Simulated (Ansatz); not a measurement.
Geometry relaxation, with input and output: AlSnNH6 (part 2 of 2)

Continued. System: AlSnNH6, SMILES [NH2][AlH][SnH3]. Method: RKS PBE-D4/def2-SVP (Ansatz 0.2.0). It belongs to a series of runs on one base structure; here: end point B relaxed.

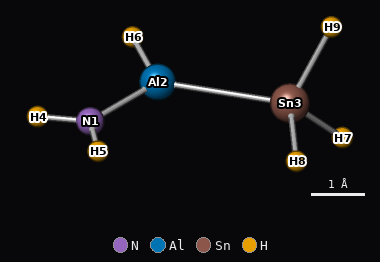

Figure 1. The geometry at step 15 of the log (ball-and-stick view, seen at a tilt; atoms are numbered from 1 in the order of the input).

## Trajectory as extended XYZ, continued
```
9
Properties=species:S:1:pos:R:3:forces:R:3 step=8 energy=-14007.29154
N    -1.1997    0.8959   -1.3796    0.0296   0.0280   0.0036
Al    0.2533    1.1872   -0.3811   -0.0126  -0.0122   0.0001
Sn    1.4013    3.5768   -0.5889    0.0016  -0.0003   0.0004
H    -1.7308    0.0215   -1.3991   -0.0135  -0.0193  -0.0012
H    -1.6220    1.5727   -2.0200   -0.0114  -0.0033  -0.0002
H     0.7411   -0.0187    0.5508    0.0033   0.0056  -0.0028
H     1.8264    4.2700    0.9422   -0.0015   0.0013   0.0001
H     0.3832    4.7414   -1.3772    0.0039  -0.0019  -0.0010
H     2.8730    3.5390   -1.5070    0.0005   0.0020   0.0009
9
Properties=species:S:1:pos:R:3:forces:R:3 step=9 energy=-14007.29160
N    -1.2004    0.8916   -1.3819    0.0138   0.0321   0.0108
Al    0.2514    1.1880   -0.3834   -0.0044  -0.0051  -0.0074
Sn    1.4003    3.5784   -0.5896    0.0004  -0.0009  -0.0015
H    -1.7314    0.0169   -1.3979   -0.0085  -0.0165  -0.0022
H    -1.6338    1.5716   -2.0117   -0.0033  -0.0084  -0.0026
H     0.7484   -0.0170    0.5446    0.0013   0.0036  -0.0026
H     1.8194    4.2694    0.9441   -0.0001   0.0027   0.0024
H     0.3953    4.7496   -1.3844   -0.0037  -0.0053   0.0008
H     2.8767    3.5372   -1.5000    0.0045  -0.0020   0.0021
9
Properties=species:S:1:pos:R:3:forces:R:3 step=10 energy=-14007.29181
N    -1.2056    0.8966   -1.3754   -0.0093   0.0042  -0.0079
Al    0.2553    1.1882   -0.3896   -0.0039  -0.0030  -0.0024
Sn    1.4034    3.5780   -0.5898   -0.0011   0.0026  -0.0018
H    -1.7312    0.0180   -1.3908    0.0005  -0.0004   0.0014
H    -1.6453    1.5724   -2.0054    0.0049  -0.0019   0.0063
H     0.7555   -0.0226    0.5281    0.0054  -0.0019   0.0027
H     1.8058    4.2762    0.9452   -0.0006   0.0015   0.0026
H     0.3993    4.7415   -1.3969    0.0004  -0.0015  -0.0011
H     2.8886    3.5375   -1.4854    0.0036   0.0003   0.0003
9
Properties=species:S:1:pos:R:3:forces:R:3 step=11 energy=-14007.29195
N    -1.2132    0.8984   -1.3692   -0.0280  -0.0133  -0.0170
Al    0.2586    1.1881   -0.3993    0.0008   0.0045  -0.0012
Sn    1.4052    3.5794   -0.5919    0.0024   0.0006  -0.0010
H    -1.7348    0.0169   -1.3804    0.0087   0.0133   0.0014
H    -1.6639    1.5723   -1.9939    0.0153  -0.0026   0.0162
H     0.7720   -0.0265    0.5060    0.0027  -0.0041   0.0024
H     1.7844    4.2808    0.9480   -0.0027   0.0011  -0.0010
H     0.4120    4.7401   -1.4164    0.0037  -0.0018  -0.0006
H     2.9054    3.5363   -1.4629   -0.0029   0.0024   0.0009
9
Properties=species:S:1:pos:R:3:forces:R:3 step=12 energy=-14007.29205
N    -1.2214    0.9018   -1.3605   -0.0309  -0.0275  -0.0189
Al    0.2639    1.1850   -0.4092   -0.0015   0.0069  -0.0022
Sn    1.4077    3.5784   -0.5940    0.0092   0.0128  -0.0031
H    -1.7395    0.0179   -1.3701    0.0113   0.0219   0.0015
H    -1.6822    1.5761   -1.9775    0.0223  -0.0015   0.0226
H     0.7901   -0.0360    0.4807   -0.0007  -0.0006  -0.0015
H     1.7552    4.2886    0.9503   -0.0005  -0.0048  -0.0082
H     0.4286    4.7357   -1.4405    0.0002  -0.0064   0.0005
H     2.9234    3.5383   -1.4394   -0.0093  -0.0008   0.0095
9
Properties=species:S:1:pos:R:3:forces:R:3 step=13 energy=-14007.29213
N    -1.2273    0.9044   -1.3545   -0.0269  -0.0185  -0.0084
Al    0.2696    1.1828   -0.4190   -0.0031   0.0045  -0.0054
Sn    1.4088    3.5797   -0.5977    0.0173   0.0036   0.0046
H    -1.7442    0.0198   -1.3614    0.0080   0.0194  -0.0016
H    -1.7018    1.5842   -1.9551    0.0311  -0.0093   0.0243
H     0.8104   -0.0448    0.4546   -0.0059   0.0063  -0.0089
H     1.7273    4.2947    0.9517   -0.0076  -0.0027  -0.0192
H     0.4396    4.7276   -1.4689    0.0105  -0.0065   0.0064
H     2.9436    3.5373   -1.4097   -0.0234   0.0032   0.0082
9
Properties=species:S:1:pos:R:3:forces:R:3 step=14 energy=-14007.29228
N    -1.2274    0.9056   -1.3529   -0.0087  -0.0091   0.0021
Al    0.2725    1.1790   -0.4206   -0.0085   0.0022  -0.0010
Sn    1.4093    3.5773   -0.5969    0.0137   0.0102   0.0015
H    -1.7472    0.0231   -1.3609    0.0015   0.0086  -0.0033
H    -1.7013    1.5896   -1.9488    0.0232  -0.0057   0.0160
H     0.8135   -0.0512    0.4493   -0.0049   0.0082  -0.0111
H     1.7196    4.3021    0.9492   -0.0049  -0.0083  -0.0125
H     0.4413    4.7218   -1.4735    0.0048  -0.0068   0.0013
H     2.9455    3.5384   -1.4051   -0.0162   0.0008   0.0072
9
Properties=species:S:1:pos:R:3:forces:R:3 step=15 energy=-14007.29243
N    -1.2293    0.9126   -1.3427    0.0407   0.0120   0.0191
Al    0.2789    1.1730   -0.4192   -0.0135  -0.0108  -0.0129
Sn    1.4101    3.5736   -0.5966   -0.0063   0.0013  -0.0040
H    -1.7520    0.0329   -1.3618   -0.0189  -0.0146  -0.0036
H    -1.6973    1.6068   -1.9306   -0.0007   0.0010   0.0017
H     0.8260   -0.0678    0.4323   -0.0056   0.0147  -0.0078
H     1.6937    4.3102    0.9480    0.0046  -0.0001  -0.0075
H     0.4453    4.7028   -1.4955   -0.0052  -0.0002   0.0043
H     2.9504    3.5415   -1.3939    0.0049  -0.0033   0.0106
9
Properties=species:S:1:pos:R:3:forces:R:3 step=16 energy=-14007.29253
N    -1.2329    0.9151   -1.3368    0.0541   0.0191   0.0207
Al    0.2844    1.1688   -0.4258   -0.0242  -0.0144  -0.0084
Sn    1.4096    3.5720   -0.5996    0.0013   0.0076   0.0067
H    -1.7581    0.0371   -1.3562   -0.0213  -0.0176  -0.0051
H    -1.7015    1.6136   -1.9191   -0.0055  -0.0017   0.0019
H     0.8371   -0.0760    0.4162   -0.0047   0.0163  -0.0094
H     1.6780    4.3186    0.9429   -0.0020  -0.0057  -0.0018
H     0.4473    4.6958   -1.5083    0.0031  -0.0037  -0.0024
H     2.9618    3.5407   -1.3735   -0.0008   0.0001  -0.0020
9
Properties=species:S:1:pos:R:3:forces:R:3 step=17 energy=-14007.29260
N    -1.2337    0.9144   -1.3369    0.0412   0.0216   0.0219
Al    0.2859    1.1688   -0.4299   -0.0231  -0.0147  -0.0071
Sn    1.4103    3.5725   -0.5999    0.0043   0.0070   0.0010
H    -1.7606    0.0372   -1.3524   -0.0150  -0.0121  -0.0066
H    -1.7084    1.6151   -1.9119    0.0009  -0.0080   0.0031
H     0.8430   -0.0761    0.4087   -0.0047   0.0130  -0.0098
H     1.6695    4.3192    0.9444   -0.0030  -0.0046  -0.0059
H     0.4526    4.6938   -1.5168    0.0047  -0.0028   0.0019
H     2.9671    3.5409   -1.3654   -0.0052   0.0005   0.0016
9
Properties=species:S:1:pos:R:3:forces:R:3 step=18 energy=-14007.29264
N    -1.2352    0.9147   -1.3345    0.0313   0.0187   0.0189
Al    0.2873    1.1682   -0.4326   -0.0209  -0.0128  -0.0095
Sn    1.4107    3.5724   -0.6013    0.0039   0.0056  -0.0008
H    -1.7628    0.0376   -1.3501   -0.0097  -0.0053  -0.0056
H    -1.7127    1.6175   -1.9046    0.0021  -0.0108   0.0032
H     0.8490   -0.0776    0.4010   -0.0035   0.0088  -0.0069
H     1.6597    4.3193    0.9445   -0.0019  -0.0016  -0.0052
H     0.4578    4.6923   -1.5249    0.0045  -0.0028   0.0032
H     2.9720    3.5413   -1.3576   -0.0060   0.0002   0.0026
9
Properties=species:S:1:pos:R:3:forces:R:3 step=19 energy=-14007.29270
N    -1.2393    0.9158   -1.3280    0.0156   0.0111   0.0089
Al    0.2907    1.1664   -0.4386   -0.0177  -0.0074  -0.0095
Sn    1.4112    3.5720   -0.6035    0.0040   0.0039  -0.0040
H    -1.7679    0.0390   -1.3451    0.0005   0.0072  -0.0028
H    -1.7199    1.6219   -1.8917    0.0019  -0.0138   0.0048
H     0.8612   -0.0812    0.3847   -0.0007   0.0006  -0.0018
H     1.6404    4.3215    0.9440   -0.0005   0.0011  -0.0037
H     0.4679    4.6888   -1.5406    0.0038  -0.0029   0.0042
H     2.9814    3.5415   -1.3414   -0.0069   0.0004   0.0039
9
Properties=species:S:1:pos:R:3:forces:R:3 step=20 energy=-14007.29272
N    -1.2413    0.9163   -1.3247    0.0084   0.0067   0.0045
Al    0.2923    1.1648   -0.4415   -0.0142  -0.0035  -0.0080
Sn    1.4114    3.5714   -0.6042    0.0041   0.0055  -0.0041
H    -1.7706    0.0398   -1.3427    0.0046   0.0106  -0.0011
H    -1.7234    1.6240   -1.8851    0.0006  -0.0122   0.0040
H     0.8671   -0.0841    0.3761    0.0006  -0.0029   0.0005
H     1.6310    4.3245    0.9428    0.0000  -0.0001  -0.0015
H     0.4735    4.6871   -1.5478    0.0012  -0.0033   0.0023
H     2.9857    3.5419   -1.3330   -0.0053  -0.0009   0.0034
9
Properties=species:S:1:pos:R:3:forces:R:3 step=21 energy=-14007.29265 accepted=F
N    -1.2458    0.9206   -1.3143   -0.0067  -0.0077  -0.0091
Al    0.2974    1.1629   -0.4482    0.0043   0.0070  -0.0001
Sn    1.4120    3.5728   -0.6066   -0.0060  -0.0215   0.0067
H    -1.7753    0.0444   -1.3373    0.0083   0.0086   0.0044
H    -1.7303    1.6315   -1.8680   -0.0080   0.0022  -0.0015
H     0.8834   -0.0915    0.3519    0.0024  -0.0085   0.0061
H     1.6065    4.3307    0.9413    0.0002   0.0057  -0.0039
H     0.4809    4.6770   -1.5693    0.0062   0.0059   0.0001
H     2.9970    3.5374   -1.3096   -0.0007   0.0083  -0.0028
9
Properties=species:S:1:pos:R:3:forces:R:3 step=22 energy=-14007.29274
N    -1.2428    0.9178   -1.3210    0.0016   0.0022  -0.0004
Al    0.2942    1.1635   -0.4440   -0.0045   0.0010  -0.0030
Sn    1.4115    3.5714   -0.6047    0.0007  -0.0015   0.0001
H    -1.7724    0.0416   -1.3407    0.0046   0.0061   0.0009
H    -1.7262    1.6268   -1.8783   -0.0028  -0.0045   0.0005
H     0.8729   -0.0879    0.3667    0.0013  -0.0040   0.0022
H     1.6219    4.3283    0.9416   -0.0003   0.0002  -0.0004
H     0.4771    4.6832   -1.5557    0.0000   0.0001  -0.0001
H     2.9896    3.5410   -1.3240   -0.0007   0.0005   0.0003
```

The run was set up as follows.

## Input file
```yaml
crystal:
  periodic: [false, false, false]
  atoms:
    - { symbol: "N", position_ang: [-1.19329, 0.93915, -1.4072] }
    - { symbol: Al, position_ang: [0.21732, 1.10991, -0.35892] }
    - { symbol: Sn, position_ang: [1.41959, 3.43039, -0.52737] }
    - { symbol: H, position_ang: [-1.76353, 0.10049, -1.47183] }
    - { symbol: H, position_ang: [-1.58662, 1.62453, -2.04204] }
    - { symbol: H, position_ang: [0.79518, 0.06788, 0.60954] }
    - { symbol: H, position_ang: [1.8643, 4.34533, 0.81105] }
    - { symbol: H, position_ang: [0.38483, 4.52805, -1.28802] }
    - { symbol: H, position_ang: [2.78801, 3.64002, -1.4853] }
basis:
  gaussian: { orbitals: def2-SVP }
hamiltonian:
  xc: pbe
  dispersion: d4
relax:
  f_tol: 0.015
  max_steps: 40
```

Launched with:
```bash
ansatz run input.yaml --threads 1 --pin off --max-ram 2048MiB --backend cpu --events-out ev --progress --plain --runs-dir out
```

## Summary

```json
{"quantity": "outcome", "value": "converged"}
{"quantity": "total energy", "value": "−14007.2928 eV"}
{"quantity": "mean-field energy", "value": "−14007.1383 eV"}
{"quantity": "largest force (length of the vector) at the end", "value": "0.008 eV/Å"}
{"quantity": "hardware", "value": "1 thread of Arm Neoverse V1, 24 GiB of memory available, shared host"}
{"quantity": "wall time", "value": "61 s"}
{"quantity": "peak memory", "value": "0.12 GiB"}
```
